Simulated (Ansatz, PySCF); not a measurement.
Breaking the N7–H8 bond in CH6BN (SMILES CBN) (multiplicity 1 held, fragments rigid). Energies count from the point at 1.006 Å.
Geometry at that point (charge 0, multiplicity 1):
```xyz
9

B     -0.405    -0.135     0.326
H     -1.242    -0.480     1.111
C      1.108    -0.500     0.544
H      1.234    -1.586     0.608
H      1.463    -0.107     1.502
H      1.775    -0.129    -0.239
N     -0.835     0.599    -0.778
H     -1.798     0.844    -0.937
H     -0.210     0.936    -1.493
```

R- and RO- levels are restricted; in cc, def2 and unpolarised 6-31G sets they are followed outwards from rest. Unrestricted levels (U-) break spin symmetry where that is lower. Curves can end on different states.

Correlated levels freeze the cores. Rows in 3-21G carry no dispersion term and start afresh at each structure.

Run with Ansatz (a program for electronic structure); PySCF for 3-21G rows. Values without a source in brackets are computed.

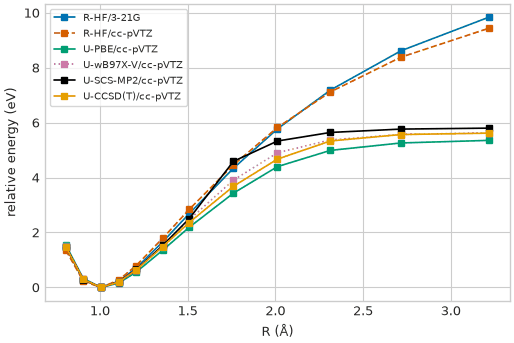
Fig. 1. Relative energy along the coordinate

Doubts at one or more of the structures used: a restricted determinant that unrestricted orbitals would lower (R-HF/3-21G, R-HF/cc-pVTZ); a spin-contaminated determinant (U-PBE/cc-pVTZ, U-wB97X-V/cc-pVTZ, U-SCS-MP2/cc-pVTZ, U-CCSD(T)/cc-pVTZ); T1 above 0.05 (U-CCSD(T)/cc-pVTZ).
